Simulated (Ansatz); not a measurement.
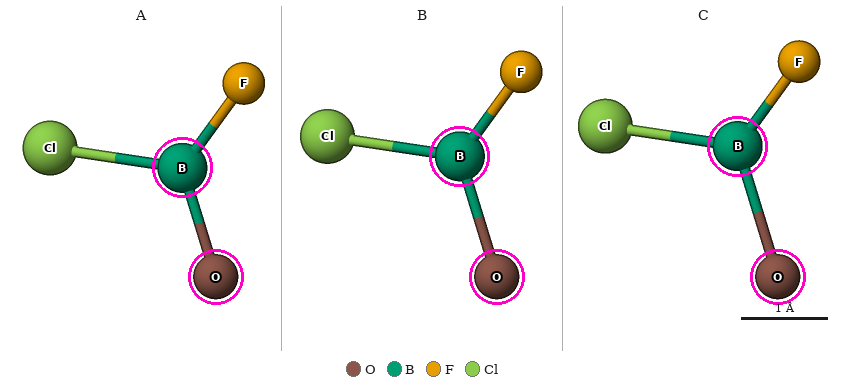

A scan of BOClF (multiplicity 2): the O–B bond length is varied, with the rest of the molecule carried along rigidly. The picture is a ball-and-stick view, seen at a tilt. The ringed atoms are those of the scanned coordinate.

Computed with Ansatz: CCSD(T), basis def2-TZVPP, on geometries moved rigidly from the minimum at PBE0-D4/def2-TZVP. Coupled cluster with a frozen core. Energies are counted from the PBE0-D4/def2-TZVP minimum geometry at the same level.

> Rank the frames from lowest to highest energy.

Lowest first: A (the distance 1.340 Å, 0.0 kJ/mol), B (the distance 1.482 Å, 24.4 kJ/mol), C (the distance 1.608 Å, 78.0 kJ/mol). Over the whole scan: the lowest computed point lies at the distance 1.340 Å (0.0 kJ/mol). The curvature at the lowest point is about 44 eV/Å² (7.1 mdyn/Å). The well is steeper on the short side, as for any bond.
